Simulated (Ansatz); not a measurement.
# Al3BAs2: a closer look at a trial structure

This session takes a relaxed cell of Al3BAs2 and sets out to see whether it has a gap, which orbitals make up the states near it and how charge is shared.

Method: DFT PBE, scalar-relativistic, plane waves, PAW, unless a step's input says otherwise, in Ansatz 0.2.0.

3 further runs of the same task are left out: 1 for a known fault of the program, 1 that didn't finish, 1 set aside as unsound or not needed.

## Step 1: The system as given

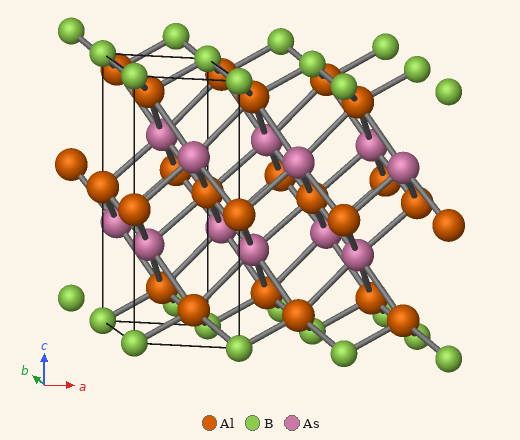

Start, viewed slightly off an axis; aluminium orange, boron green, arsenic pink. 3×2×1 cells are drawn. Atoms on the faces are drawn again on the opposite ones.

Coordinates:

```xyz
6
Lattice="3.5159 0.0000 0.0000 -1.7579 3.0448 0.0000 0.0000 0.0000 8.9523" Properties=species:S:1:pos:R:3 pbc="T T T"
Al    0.0000    2.0299    7.9825
Al    1.7579    1.0149    0.9697
Al    0.0000    0.0000    4.4761
B     0.0000    0.0000    0.0000
As    0.0000    2.0299    2.8586
As    1.7579    1.0149    6.0937
```

It is the end of an earlier relaxation with the same method, from a database cell with other species swapped in; it is a trial structure. At a tolerance of 0.05 Å it has space group P-3m1 (No. 164); it has 15.97 Å³/atom, an uncorrected energy of +0.06 eV/atom over the elements.

## Step 2: Bands, states and charges

Input file input.yaml:

```yaml
crystal:
  lattice:
    - [3.5158810158, 0.0, 0.0]
    - [-1.7579405079, 3.0448422764, 0.0]
    - [0.0, 0.0, 8.9522567602]
  atoms:
    - { symbol: Al, position: [0.3333333333, 0.6666666667, 0.8916774566] }
    - { symbol: Al, position: [0.6666666667, 0.3333333333, 0.1083225434] }
    - { symbol: Al, position: [0.0, 0.0, 0.5] }
    - { symbol: B, position: [0.0, 0.0, 0.0] }
    - { symbol: As, position: [0.3333333333, 0.6666666667, 0.3193141725] }
    - { symbol: As, position: [0.6666666667, 0.3333333333, 0.6806858275] }
basis:
  ecutwfc: 420
kpoints:
  mp_grid: { grid: [12, 12, 8] }
  band_path:
    path:
      - [[0.0, 0.0, 0.0], [0.5, 0.0, 0.0], [0.33333333, 0.33333333, 0.0], [0.0, 0.0, 0.0], [0.0, 0.0, 0.5], [0.5, 0.0, 0.5], [0.33333333, 0.33333333, 0.5], [0.0, 0.0, 0.5]]
      - [[0.5, 0.0, 0.5], [0.5, 0.0, 0.0]]
      - [[0.33333333, 0.33333333, 0.5], [0.33333333, 0.33333333, 0.0]]
    npoints: 14
hamiltonian:
  xc: pbe
scf:
  occupations: { method: gaussian, width: 0.1 }
  n_extra_bands: 15
output:
  forces: true
  stress: true
  eigenvalues: true
  populations: true
  dos: { projected: true, de: 0.02, nscf_kmesh: { grid: [15, 15, 10] } }
  bader: true
```

Run with:

```
ansatz run input.yaml --threads 1 --pin off --max-ram 2560MiB --backend cpu --events-out ev --progress --plain --runs-dir out
```

The log of the run, shortened:

```text
Warning: RAYON_NUM_THREADS=1 ignored (pool sized by the plan → 1); use --threads N
scf.n_extra_bands = 15 over 21 filled bands (N_el = 42.0): the run solves 36 bands
[...]
Pseudopotentials: kind: paw
Pseudopotential: Al, paw, valence charge 3, recommended cutoff 420 eV (normal), Al.paw.azcp
Pseudopotential: B, paw, valence charge 3, recommended cutoff 420 eV (normal), B.paw.azcp
Pseudopotential: As, paw, valence charge 15, recommended cutoff 420 eV (normal), As.paw.azcp
Functional definition: PBE
[...]
Crystal: 6 atoms, lattice volume = 95.837 Å³
Basis set: ecut = 420 eV, 1847 PW (Γ), exchange–correlation on 48×48×120 points (8 copies of the dense FFT grid, shifted against one another)
Bands: 36, of which v1, the nominal top of the filled ones, is band 21 counted from 1 (20 counted from 0)
Symmetry: 12 space group operations
Space group: P-3m1 (ITA 164), of the structure as read, at distance tolerance 4.6e-5 Å
k-points: 131 of 1152
[...]
SCF iter   1: F=—  HF=-11480.352524 eV  |F-HF|=—  |Δ(HF+E_count)|=         —  Δρ=5.03e-3  dr2=1.44e-1  ethr=1.77e-3  ⟨swp⟩=5.4  Hψ=21048  notcnv=0  defer=519
[...]
SCF iter   7: F=-11480.336759 eV  HF=-11480.336759 eV  |F-HF|=4.63e-9  |Δ(HF+E_count)|=   5.32e-7  Δρ=6.24e-6  dr2=4.20e-8  ethr=2.38e-10  ⟨swp⟩=10.8  Hψ=27719  notcnv=0
[...]
NSCF: frozen V_eff on 129 k-points
NSCF: frozen V_eff on 238 k-points
SCF converged after 7 iterations
Free energy (F): -11480.336759 eV
[...]
E sigma→0 (E₀):  -11480.329954 eV
Entropy (-TS):   -0.013610 eV (-2.268 meV/atom)
Fermi energy:    9.227164 eV
[...]
--- Forces (eV/Å), atoms counted from 1 ---
  atom   1  Al     0.00000000    -0.00000000     0.00050171
  atom   2  Al    -0.00000000     0.00000000    -0.00050171
  atom   3  Al    -0.00000000     0.00000000     0.00000000
  atom   4  B      0.00000000    -0.00000000     0.00000000
  atom   5  As     0.00000000     0.00000000    -0.00004097
  atom   6  As     0.00000000    -0.00000000     0.00004097
[...]
--- Stress (GPa, compression-positive) ---
       -0.007578       0.000000       0.000000
        0.000000      -0.007578       0.000000
        0.000000       0.000000       0.012231
  P = ⅓ Tr σ = -0.0010 GPa (-0.010 kbar)
--- Band table (eV; the first three rows and the last of 131) ---
[...]
--- Löwdin populations: 6 sites ---
  site symbol       q [e]
     0     Al      2.4300
     1     Al      2.4300
     2     Al      2.7310
     3      B      3.9598
     4     As     15.1281
     5     As     15.1281
  spilling = 0.004600 (of n_electrons = 42.000000)
--- Bader charges: 6 sites ---
  site symbol  charge [e]  shift [e]
     0     Al      1.9016     0.0027
     1     Al      1.9016     0.0027
     2     Al      1.7615     0.0034
     3      B     -2.7226     0.0014
     4     As     -1.4211     0.0037
     5     As     -1.4211     0.0037
  estimated error of the sums over rays = 5.4e-4 e
```

Run time: 1.9 min. Hardware: 1 thread of Intel Xeon at 2.70GHz, shared host; peak memory 0.76 GiB.

By site:

| atom | Löwdin electrons | Bader charge (e) | Bader volume (Å³) |
| --- | --- | --- | --- |
| Al1 | 2.43 | +1.90 | 6.9 |
| Al2 | 2.43 | +1.90 | 6.9 |
| Al3 | 2.73 | +1.76 | 7.7 |
| B4 | 3.96 | -2.72 | 21.0 |
| As5 | 15.13 | -1.42 | 26.6 |
| As6 | 15.13 | -1.42 | 26.6 |

The Löwdin counts miss 0.19 of the 42 electrons, which the atomic orbitals do not span, so they are no charges.

bands.tsv at the labelled points (eV, zero at the Fermi level; the bands nearest the Fermi level):

```tsv
point	band 18	band 19	band 20	band 21	band 22	band 23	band 24	band 25
Γ	0.82	0.82	1.02	1.21	1.21	3.44	4.57	4.57
M	-2.01	-1.93	-1.24	-0.82	-0.76	-0.33	2.21	2.39
K	-4.70	-4.27	-1.35	-1.35	-0.57	1.22	1.22	1.80
Γ	0.82	0.82	1.02	1.21	1.21	3.44	4.57	4.57
A	0.34	0.98	0.98	1.05	1.05	4.26	4.26	4.49
L	-3.20	-1.81	-1.39	0.15	0.28	0.95	1.00	3.14
H	-3.79	-3.49	-2.65	-2.65	-1.69	2.89	2.89	3.49
A	0.34	0.98	0.98	1.05	1.05	4.26	4.26	4.49
L	-3.20	-1.81	-1.39	0.15	0.28	0.95	1.00	3.14
M	-2.01	-1.93	-1.24	-0.82	-0.76	-0.33	2.21	2.39
H	-3.79	-3.49	-2.65	-2.65	-1.69	2.89	2.89	3.49
K	-4.70	-4.27	-1.35	-1.35	-0.57	1.22	1.22	1.80
```

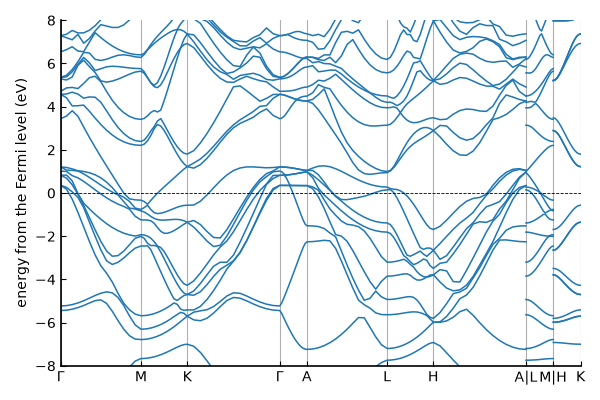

Bands along the path. Deeper bands lie below the window drawn.

Counts of states by energy window (eV from the Fermi level), total and by projection:

```csv
from,to,total,Al 3s,Al 3p,B 2p,As 4p
-8,-7,0.69,0.09,0.26,0.04,0.06
-7,-6,1.03,0.26,0.15,0.19,0.39
-6,-5,2.39,0.43,0.47,0.28,0.99
-5,-4,2.00,0.22,0.46,0.28,0.79
-4,-3,2.27,0.23,0.56,0.31,0.97
-3,-2,2.74,0.22,0.67,0.46,1.21
-2,-1,2.90,0.16,0.66,0.61,1.32
-1,0,2.67,0.13,0.53,0.69,1.17
0,1,2.24,0.20,0.29,0.46,1.16
1,2,1.22,0.35,0.37,0.10,0.27
2,3,1.66,0.50,0.55,0.11,0.23
3,4,2.38,0.62,0.73,0.16,0.31
4,5,2.47,0.28,0.95,0.12,0.20
5,6,3.34,0.20,1.52,0.16,0.26
```

A further 25 or so states lie below the table's range.

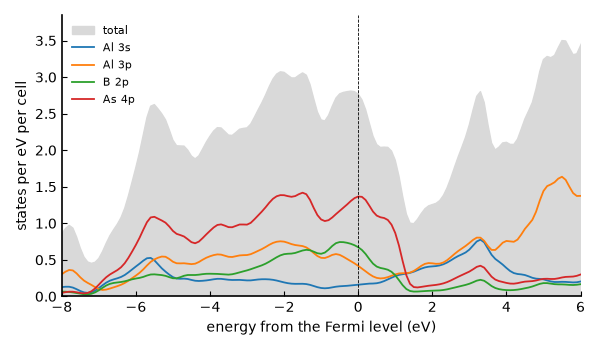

Total and projected density of states, smoothed over about 0.40 eV.

## Step 3: Variant: ecutwfc 44.1 Ry, xc pbesol

Input file input.yaml:

```yaml
crystal:
  lattice:
    - [3.5158810158, 0.0, 0.0]
    - [-1.7579405079, 3.0448422764, 0.0]
    - [0.0, 0.0, 8.9522567602]
  atoms:
    - { symbol: Al, position: [0.3333333333, 0.6666666667, 0.8916774566] }
    - { symbol: Al, position: [0.6666666667, 0.3333333333, 0.1083225434] }
    - { symbol: Al, position: [0.0, 0.0, 0.5] }
    - { symbol: B, position: [0.0, 0.0, 0.0] }
    - { symbol: As, position: [0.3333333333, 0.6666666667, 0.3193141725] }
    - { symbol: As, position: [0.6666666667, 0.3333333333, 0.6806858275] }
basis:
  ecutwfc: "44.1 Ry"
kpoints:
  mp_grid: { grid: [12, 12, 8] }
hamiltonian:
  xc: pbesol
scf:
  occupations: { method: gaussian, width: 0.1 }
output:
  forces: true
  eigenvalues: true
  stress: true
```

Run with:

```
ansatz run input.yaml --threads 1 --pin off --max-ram 2560MiB --backend cpu --events-out ev --progress --plain --runs-dir out
```

The log of the run, shortened:

```text
Warning: RAYON_NUM_THREADS=1 ignored (pool sized by the plan → 1); use --threads N
[...]
[... 4 set-up lines as earlier in the session ...]
Functional definition: PBEsol
[...]
Crystal: 6 atoms, lattice volume = 95.837 Å³
Basis set: ecut = 600.0110667240353 eV, 3149 PW (Γ), exchange–correlation on 60×60×144 points (8 copies of the dense FFT grid, shifted against one another)
Bands: 27, of which v1, the nominal top of the filled ones, is band 21 counted from 1 (20 counted from 0)
[... 2 set-up lines as earlier in the session ...]
k-points: 131 of 1152
[...]
SCF iter   8: F=-11352.081023 eV  HF=-11352.081023 eV  |F-HF|=1.83e-9  |Δ(HF+E_count)|=   4.00e-8  Δρ=1.43e-6  dr2=3.21e-9  ethr=2.38e-10  ⟨swp⟩=8.8  Hψ=14853  notcnv=0
[...]
SCF converged after 8 iterations
Free energy (F): -11352.081023 eV
[...]
E sigma→0 (E₀):  -11352.074238 eV
Entropy (-TS):   -0.013570 eV (-2.262 meV/atom)
Fermi energy:    9.137238 eV
[...]
--- Forces (eV/Å), atoms counted from 1 ---
  atom   1  Al     0.00000000    -0.00000000    -0.05168368
  atom   2  Al     0.00000000     0.00000000     0.05168368
  atom   3  Al    -0.00000000    -0.00000000     0.00000000
  atom   4  B      0.00000000     0.00000000     0.00000000
  atom   5  As     0.00000000     0.00000000     0.00439655
  atom   6  As    -0.00000000    -0.00000000    -0.00439655
[...]
--- Stress (GPa, compression-positive) ---
       -2.500162       0.000000       0.000000
        0.000000      -2.500162      -0.000000
        0.000000       0.000000      -2.576724
  P = ⅓ Tr σ = -2.5257 GPa (-25.257 kbar)
--- Band table (eV; the first three rows and the last of 131) ---
[... band rows left out ...]
[...]
```

Run time: 34 s. Hardware: 1 thread of Intel Xeon at 2.70GHz, shared host; peak memory 0.7 GiB.

| run | ending | energy change | pressure (GPa) | gap (eV) | force (eV/Å) | cycles | time |
| --- | --- | --- | --- | --- | --- | --- | --- |
| step 2 | converged | - | 0.0 | 0.00 | 0.00 | 7 | 1.9 min |
| variant | converged | not comparable | -2.5 | 0.00 | 0.05 | 8 | 34 s |

A change of functional puts the total energy on another scale; the pressure goes from 0.0 to -2.5 GPa and the largest force goes from 0.00 to 0.05 eV/Å. The cutoff changed too.

## Step 4: Summary of results

| quantity | value |
| --- | --- |
| gap | none (metal) |
| states at the Fermi level | 2.75 per eV per cell |
| Bader charges | Al +1.76 to +1.90, B -2.72, As -1.42 e |

There is no gap at this level. Of the projected weight within 0.25 eV of the Fermi level, the largest part is As 4p (51 %) and B 2p (25 %). Bader charges reach 2.7 e, so charge transfer in this metal is strong.
